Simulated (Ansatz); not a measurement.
# SrPdN (built on the sites of a database entry of BaAsPd): from the cell to its phonons, part 2 of 2

Wanted: phonon frequencies of SrPdN (built on the sites of a database entry of BaAsPd) and what follows from them.

Ansatz 0.2.0; DFT PBE+D3(BJ), scalar-relativistic, plane waves, PAW.

So far. Step 4 (Tight relaxation): The forces vanish by symmetry and the pressure is 0.004 GPa, within the tolerances set. The cell now holds 16.67 Å³/atom. Step 5 (Modes at Γ): Before it was imposed, the acoustic sum rule was missed by 4.0e-5 eV/Å². Small misses are needed for a sound result but don't prove that mesh and cutoff are converged. The lowest optical mode is imaginary, 69.6i cm⁻¹, so the energy falls along it. The relaxed cell has a = 3.771, c = 4.061 Å (conventional setting).

The structure was built from a prototype and need not be the compound's stable phase.

### Step 6. Response at finite wavevector

Stability and thermal properties need the whole zone. Linear response on a 3×3×4 q mesh gives force constants as far as a supercell of that size would.

File input.yaml:

```yaml
crystal:
  lattice:
    - [3.7707149625, 0.0, 0.0]
    - [-1.8853574812, 3.2655349479, 0.0]
    - [0.0, 0.0, 4.0614150488]
  atoms:
    - { symbol: Sr, position: [0.0, 0.0, 0.0] }
    - { symbol: "N", position: [0.6666666667, 0.3333333333, 0.5] }
    - { symbol: Pd, position: [0.3333333333, 0.6666666667, 0.5] }
kpoints:
  mp_grid: { grid: [15, 15, 12] }
hamiltonian:
  xc: pbe
  dispersion: d3bj
scf:
  occupations: { method: methfessel_paxton, width: 0.2 }
output:
  eigenvalues: true
phonons:
  method: dfpt
  qmesh: [3, 3, 4]
  temperatures: { t_max: 1000, t_step: 50 }
  qpath:
    path:
      - [[0.0, 0.0, 0.0], [0.5, 0.0, 0.0], [0.33333333, 0.33333333, 0.0], [0.0, 0.0, 0.0], [0.0, 0.0, 0.5], [0.5, 0.0, 0.5], [0.33333333, 0.33333333, 0.5], [0.0, 0.0, 0.5]]
      - [[0.5, 0.0, 0.5], [0.5, 0.0, 0.0]]
      - [[0.33333333, 0.33333333, 0.5], [0.33333333, 0.33333333, 0.0]]
    npoints: 10
```

Command:

```console
$ ansatz run input.yaml --threads 8 --pin off --max-ram 14336MiB --backend cpu --events-out ev --progress --plain --runs-dir out
```

Numbers of over 12 decimals in the logs are rounded to 6 here.

Log:

```text
[...]
Crystal: 3 atoms, lattice volume = 50.010 Å³
Basis set: ecut = 420 eV, 985 PW (Γ), exchange–correlation on 54×54×60 points (8 copies of the dense FFT grid, shifted against one another)
Bands: 21, of which v1, the nominal top of the filled ones, is band 17 counted from 1 (16 counted from 0)
Symmetry: 12 space group operations
k-points: 189 of 2700 (time reversal used)
[...]
SCF iter   1: F=—  HF=-10902.337654 eV  |F-HF|=—  |Δ(HF+E_count)|=         —  Δρ=8.60e-3  dr2=5.19e-2  ethr=1.77e-3  ⟨swp⟩=6.1  Hψ=20812  notcnv=0
[...]
SCF iter  11: F=-10902.331389 eV  HF=-10902.331389 eV  |F-HF|=1.82e-12  |Δ(HF+E_count)|=  5.46e-12  S|Δr|=    0.00e0  Δρ=6.29e-8  dr2=3.00e-12  ethr=1.00e-12  ⟨swp⟩=6.7  Hψ=18104  notcnv=0
[...]
SCF 1 converged in 11 iterations: F = -10902.331389 eV  dr2 = 3.00e-12
[...]
phonons: the bands overlap, so this run is a metal and interpolates without the dipole-dipole term. If the crystal is really an insulator or semiconductor, its LO-TO splitting is missing
NSCF: frozen V_eff on 189 k-points
WARN: eigensolver did not converge in 23 slots of this pass, the one above among them; of largest residual over every band (k=30): 1 band(s) unlocked (lowest unlocked band 20, counted from 0; max residual 7.45e-3 eV among the unlocked bands, 7.45e-3 eV over every band); of lowest unlocked band (k=28): band 20
[...]
DFPT response loops at q = (0, 0, 0) (fractional): preconditioner auto → Kerker (q_TF=auto, 2.546 Å⁻¹) (partly filled bands, converged f_vac=0.000); β = 1.00, the filter's whole step (`scf.mixing.beta` (0.50) is not read by the response loops under this deck's `scf.mixing.preconditioner`; to damp them name `kerker` or `kerker_dos`, under which they read `scf.mixing.beta`, and type it under 1.00, their step now; both keys bind the ground state too); Broyden in place of MSR1
[...]
SCF converged after 11 iterations
[...]
Free energy (F): -10902.331389 eV
[...]
Internal energy: -10902.331174 eV  (E = F + TS)
E sigma→0 (E₀):  -10902.331336 eV
Entropy (-TS):   -0.000215 eV (-0.072 meV/atom)
Fermi energy:    13.000786 eV
[...]
--- Band table (eV; the first three rows and the last of 189) ---
  k-point 0: bands = [... 13 lower, 10.2891, 11.3962, 13.4128, 14.4407, 14.4407, 15.7551, 17.7057, 17.7057]
  k-point 1: bands = [... 13 lower, 10.2825, 11.2917, 13.5544, 14.4626, 14.4626, 15.7818, 17.6686, 17.6686]
  k-point 2: bands = [... 13 lower, 10.2616, 11.0605, 13.9140, 14.5253, 14.5253, 15.8373, 17.6013, 17.6013]
  k-point 188: bands = [... 13 lower, 10.7281, 10.7580, 11.1908, 12.4894, 14.6443, 17.7319, 18.3801, 19.0805]
--- Phonons (Γ-DFPT): 6 representative perturbations + reference (Σ response iterations 20) ---
  ASR residual: 3.963e-5 → 0.000e0 eV/Å²; symmetrization residual: 6.576e-6 eV/Å²
[...]
ASR residual per site (eV/Å²): 3.96e-5 2.74e-5 3.68e-5
  Γ frequencies (cm⁻¹): -69.59 0.00 0.00 0.00 121.53 121.53 183.23 315.77 315.77
--- Phonons (arbitrary-q DFPT): 9 irreducible q on the 3×3×4 mesh ---
  q = [0.0000, 0.0000, 0.0000] (star 1, of the zone-centre solve; hermiticity 1.82e-6, symmetrization 2.14e-10): -69.59 -0.00 0.00 0.00 121.53 121.53 183.23 315.77 315.77
  q = [0.0000, 0.0000, 0.2500] (star 2, 6 solved perturbations in 3276 linear systems a pass and spin channel, the states on 768 of 2700 k-point pairs; hermiticity 1.81e-6, symmetrization 2.89e-9): 46.09 46.09 71.91 112.17 112.17 130.76 175.89 314.14 314.14
[...]
q = [0.0000, 0.3333, 0.0000] (star 6, 9 solved perturbations on 840 of 2700 k-point pairs; hermiticity 1.62e-6, symmetrization 4.10e-10): -102.66 -34.02 82.04 96.51 135.22 156.60 162.99 293.74 339.77
[...]
sum rule: each row above includes the acoustic sum rule's correction from the zone centre's row sums; it moved no ω² by more than (0.73 cm⁻¹)²
  mesh force constants: q→R imaginary residual 0.00e0; ASR residual 3.963e-5 → 0.000e0 eV/Å²; symmetrization residual 6.217e-15 eV/Å²
  interpolated dispersion: 93 rows × 9 modes
  density of states and harmonic sums: on the 21×21×16 q-mesh, interpolated from the force constants of a 3×3×4 supercell (no non-analytic term)
  largest difference from the sums on the solved wave vectors: F 6.49e-3 eV, S 7.50e-6 and C_V 8.46e-7 eV/K
  zero-point energy: 0.082231 eV/cell   skipped modes (ω ≤ 0): 486, of them read as no rigid motion or as one in doubt: 483 (1.169e0 modes/cell left out, lowest -129.05 cm⁻¹)   left out of the sums: 1.30e-1 of the cell's modes: C_V's classical limit lies that fraction below 3 k_B per atom; for a crystal, a wire or a layer, F and S can be off by more, and a phonons.interpolated_qmesh denser along its periods is the remedy for the sampling
```

Run time: 9.1 min. Hardware: 8 threads of Arm Neoverse V2, shared host; peak memory 3.4 GiB; 70 min of CPU time.

Numbers from this step:

| Item | Value |
| --- | --- |
| sum-rule residual before enforcement | 3.96e-5 eV/Å² |
| lowest frequency on the path | -129.0 cm⁻¹ |
| highest frequency on the path or at a solved wavevector | 370.9 cm⁻¹ |
| lowest mode on the q mesh (acoustic modes at Γ apart) | -129.1 cm⁻¹ |

Frequencies (cm⁻¹) solved at each irreducible wavevector; negative means imaginary. Frequencies by wavevector, by row:

```
q in reciprocal lattice units  star  mode 1  mode 2  mode 3  mode 4  mode 5  mode 6  mode 7  mode 8  mode 9
                        0 0 0     1   -69.6       0       0       0   121.5   121.5   183.2   315.8   315.8
                     0 0 0.25     2    46.1    46.1    71.9   112.2   112.2   130.8   175.9   314.1   314.1
                     0 0 -0.5     1    85.4    85.4    85.9    85.9   139.7   140.4   194.3   312.1   312.1
                   0 0.3333 0     6  -102.7     -34      82    96.5   135.2   156.6     163   293.7   339.8
                0 0.3333 0.25    12   -12.2    35.5    66.1     123   123.8   150.8   179.6   289.2   339.9
                0 0.3333 -0.5     6    48.9    60.4      76   101.6   137.7   172.4   191.3   285.8   340.2
              0.3333 0.3333 0     2  -129.1   -45.5      32   117.9   132.7     144   180.8     320   370.9
           0.3333 0.3333 0.25     4   -89.1   -85.1    81.5   101.5   148.4   163.4     174   318.2   365.4
           0.3333 0.3333 -0.5     2  -106.5    30.8    75.9   120.2   167.2   167.8   174.3   316.6   360.2
```

Interpolated from a 3×3×4 q mesh. Phonon branches along the path, in cm⁻¹:

```
    point  branch 1  branch 2  branch 3  branch 4  branch 5  branch 6  branch 7  branch 8  branch 9
        Γ       -70         0         0         0       122       122       183       316       316
        M      -117       -53        86       104       136       143       178       299       356
        K      -129       -46        32       118       133       144       181       320       371
        Γ       -70         0         0         0       122       122       183       316       316
        A        85        85        86        86       140       140       194       312       312
        L        23        57        58       106       116       174       199       288       357
        H      -106        31        76       120       167       168       174       316       360
        A        85        85        86        86       140       140       194       312       312
jump to L        23        57        58       106       116       174       199       288       357
        M      -117       -53        86       104       136       143       178       299       356
jump to H      -106        31        76       120       167       168       174       316       360
        K      -129       -46        32       118       133       144       181       320       371
```

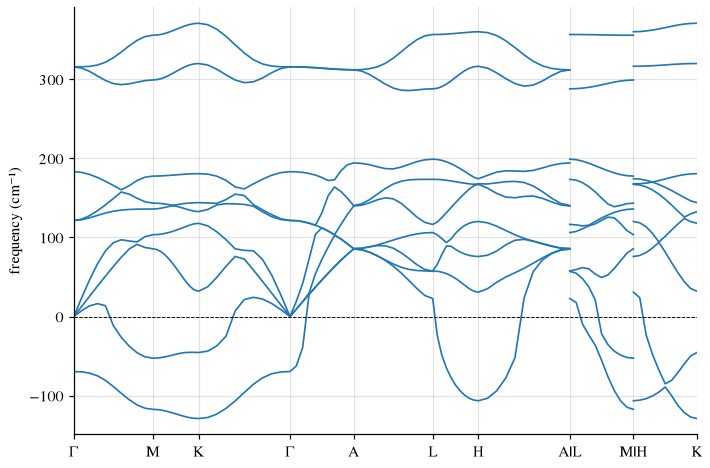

Phonon branches along the path.

The phonon density of states has structure finer than the step of the table below, so its rows give means over 20 cm⁻¹, whole bins alone (the curve runs from -128 to 372 cm⁻¹). Peaks (cm⁻¹: height): -47.5: 0.0191, 62.5: 0.0402, 112.5: 0.0472, 132.5: 0.0598, 177.5: 0.0621, 292.5: 0.0561, 357.5: 0.0374.

Tetrahedra on a 21×21×16 mesh, mean over bins of 5 cm-1. Interpolated from a 3×3×4 q mesh. The phonon density of states by wavenumber; means over each step:

```
wavenumber (cm⁻¹)  phonon density of states (1/cm⁻¹/cell)
             -100                                 0.00837
              -80                                  0.0104
              -60                                  0.0119
              -40                                  0.0138
              -20                                 0.00706
                0                                 0.00547
               20                                 0.00956
               40                                  0.0153
               60                                  0.0323
               80                                  0.0293
              100                                  0.0321
              120                                  0.0364
              140                                  0.0466
              160                                  0.0391
              180                                  0.0434
              200                                 0.00471
              220                                       0
              240                                       0
              260                                       0
              280                                 0.00686
              300                                  0.0371
              320                                  0.0194
              340                                  0.0159
              360                                  0.0202
```

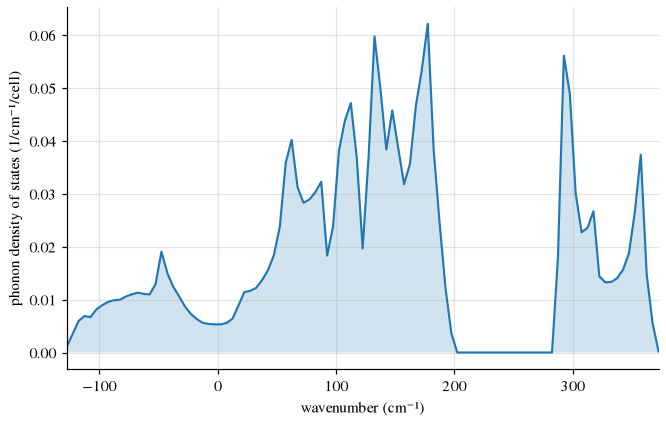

Phonon density of states against wavenumber.

The partial phonon density of states has structure finer than the step of the table below, so its rows give means over 50 cm⁻¹, whole bins alone (the curve runs from -139 to 392 cm⁻¹). Peaks (cm⁻¹: height): N -112.0: 0.00679, 184.8: 0.00789, 294.8: 0.0465, 354.8: 0.0279; Pd -45.3: 0.00985, 61.4: 0.0167, 111.4: 0.0234, 134.8: 0.0186, 174.8: 0.0199; Sr -45.3: 0.00478, 61.4: 0.0145, 108.1: 0.0176, 134.8: 0.0291, 174.8: 0.0316.

Phonopy on the run's constants, 17x17x15 mesh, Gaussian sigma 3.8 cm-1. Interpolated from a 3×3×4 q mesh. The partial phonon density of states by wavenumber; means over each step; values in 1/cm⁻¹/cell:

```
wavenumber (cm⁻¹)        N       Pd       Sr
             -100  0.00579  0.00153   7.6e-4
              -50  0.00367  0.00584  0.00295
                0   9.7e-4  0.00275  0.00220
               50  0.00350   0.0105  0.00936
              100  0.00261   0.0164   0.0138
              150  0.00349   0.0162   0.0236
              200  0.00250  0.00403  0.00736
              250   1.4e-6   4.0e-8        0
              300   0.0226  0.00138   5.7e-5
              350   0.0146  0.00132   9.3e-6
```

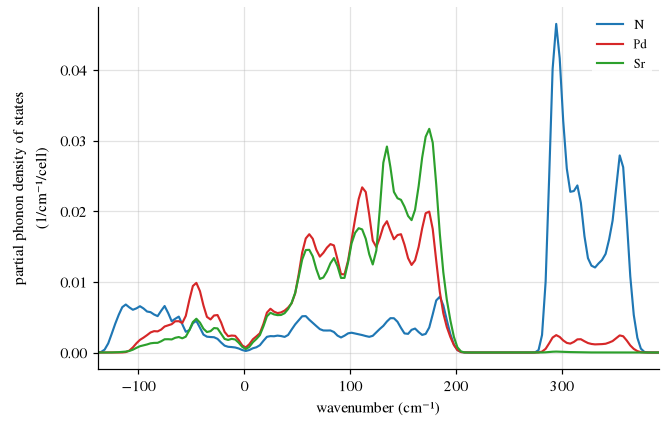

Partial phonon density of states against wavenumber.

Symmetry leaves 9 wavevectors to solve. The lowest mode among them, the acoustic zeros apart, lies at q = (0.333, 0.333, 0) and is imaginary, 129.1i cm⁻¹, so the energy falls along it.

### Step 7. Another isotope, element N, natural mass 14.007 amu

An isotope changes the mass and not the force constants, so no new electronic calculation is needed; the shifts show which modes move this element.

The same force constants with the mass of N changed from 14.007 to 15.000 u (phonopy, no LO-TO term). Both lists are sorted by frequency; levels can cross, so a row need not hold one and the same mode. Modes under 3 cm⁻¹ are left out. Isotope shifts, by row:

```
         q  rank  natural mass (cm⁻¹)  changed mass (cm⁻¹)
     0 0 0     1               -69.59               -67.47
     0 0 0     5                121.5                121.2
     0 0 0     6                121.5                121.2
     0 0 0     7                183.2                  183
     0 0 0     8                315.8                306.6
     0 0 0     9                315.8                306.6
  0 0 0.25     1                46.09                45.98
  0 0 0.25     2                46.09                45.98
  0 0 0.25     3                71.91                71.82
  0 0 0.25     4                112.2                111.9
  0 0 0.25     5                112.2                111.9
  0 0 0.25     6                130.8                126.7
  0 0 0.25     7                175.9                175.7
  0 0 0.25     8                314.1                  305
  0 0 0.25     9                314.1                  305
  0 0 -0.5     1                85.37                84.99
  0 0 -0.5     2                85.37                84.99
  0 0 -0.5     3                85.88                85.88
  0 0 -0.5     4                85.88                85.88
  0 0 -0.5     5                139.7                139.6
  0 0 -0.5     6                140.4                140.4
  0 0 -0.5     7                194.3                187.8
  0 0 -0.5     8                312.1                302.9
  0 0 -0.5     9                312.1                302.9
0 0.3333 0     1               -102.7               -99.21
0 0.3333 0     2               -34.02               -33.98
0 0.3333 0     3                82.04                82.04
0 0.3333 0     4                96.51                 96.4
0 0.3333 0     5                135.2                  135
0 0.3333 0     6                156.6                156.6
0 0.3333 0     7                  163                162.9
0 0.3333 0     8                293.7                284.4
0 0.3333 0     9                339.8                329.3
```

A mode of this element alone would shift by -3.37 %. The highest zone-centre frequency without the field goes from 315.8 to 306.6 cm⁻¹ (-2.9 %).

### Step 8. Isotope substitution, element Pd, natural mass 106.42 amu

The same for Pd, from 106.42 to 109.91 u.

The same force constants with the mass of Pd changed from 106.420 to 109.905 u (phonopy, no LO-TO term). Both lists are sorted by frequency; levels can cross, so a row need not hold one and the same mode. Modes under 3 cm⁻¹ are left out. Isotope shifts, by row:

```
         q  rank  natural mass (cm⁻¹)  changed mass (cm⁻¹)
     0 0 0     1               -69.59               -69.58
     0 0 0     5                121.5                120.8
     0 0 0     6                121.5                120.8
     0 0 0     7                183.2                181.8
     0 0 0     8                315.8                315.1
     0 0 0     9                315.8                315.1
  0 0 0.25     1                46.09                45.72
  0 0 0.25     2                46.09                45.72
  0 0 0.25     3                71.91                71.39
  0 0 0.25     4                112.2                111.5
  0 0 0.25     5                112.2                111.5
  0 0 0.25     6                130.8                130.6
  0 0 0.25     7                175.9                174.6
  0 0 0.25     8                314.1                313.5
  0 0 0.25     9                314.1                313.5
  0 0 -0.5     1                85.37                84.18
  0 0 -0.5     2                85.37                84.18
  0 0 -0.5     3                85.88                85.88
  0 0 -0.5     4                85.88                85.88
  0 0 -0.5     5                139.7                137.4
  0 0 -0.5     6                140.4                140.4
  0 0 -0.5     7                194.3                194.3
  0 0 -0.5     8                312.1                311.4
  0 0 -0.5     9                312.1                311.4
0 0.3333 0     1               -102.7               -102.7
0 0.3333 0     2               -34.02               -33.71
0 0.3333 0     3                82.04                81.44
0 0.3333 0     4                96.51                95.38
0 0.3333 0     5                135.2                134.5
0 0.3333 0     6                156.6                155.2
0 0.3333 0     7                  163                162.4
0 0.3333 0     8                293.7                293.5
0 0.3333 0     9                339.8                339.3
```

A mode of this element alone would shift by -1.60 %. The highest zone-centre frequency without the field goes from 315.8 to 315.1 cm⁻¹ (-0.2 %).

### Step 9. Isotope substitution, element Sr, natural mass 87.62 amu

The same for Sr, from 87.62 to 85.91 u.

A mode of this element alone would shift by +0.99 %. The highest zone-centre frequency without the field goes from 315.8 to 315.8 cm⁻¹ (+0.0 %).

### Step 10. Outcome

| Item | Value |
| --- | --- |
| space group after relaxation (within 0.01 Å) | P-6m2 |
| volume per atom | 16.7 Å³ |
| electronic character | no gap on this mesh |
| highest optical mode at the zone centre (no LO-TO term) | 316 cm⁻¹ |
| lowest optical zone-centre mode | -69.6 cm⁻¹ |
| lowest mode on the q mesh (acoustic modes at Γ apart) | -129 cm⁻¹ |
| highest frequency on the path or at a solved wavevector | 371 cm⁻¹ |
| imaginary modes on the 3×3×4 q mesh | yes |

**Reading.** Modes are clearly imaginary (beyond 10i cm⁻¹) at 6 of the 9 irreducible wavevectors, most at q = (0.333, 0.333, 0) (129.1i cm⁻¹), so this structure is not a minimum of the energy. The optical modes at Γ span -70 to 316 cm⁻¹ (negative means imaginary). The highest mode in this list at Γ, 315.8 cm⁻¹, is mostly motion of N (87 % of the kinetic energy). With no gap, or one that is small against the smearing, the frequencies hang on the k mesh and the smearing, most of all near Kohn anomalies. The phonon runs are without spin polarisation, although the cell has an odd electron count. A phonon run warned that its eigensolver left some bands unconverged in a pass. In the phonons the program treats the change of the C6 weights of the dispersion term with coordination only in part. The starting cell was built on a prototype and not taken from a measurement, so the phase need not exist. These are harmonic frequencies at zero temperature: anharmonic shifts, linewidths and thermal expansion are left out.

[Logs are printed without paths, hosts, clocks, repeated set-up lines and the standing remarks that a program may print on its own settings, such as how far it seeks lower states.]

[Hosts, paths, dates, database ids (printed as entryN), source tags and the programs' standing remarks are cut or masked in the printed files.]
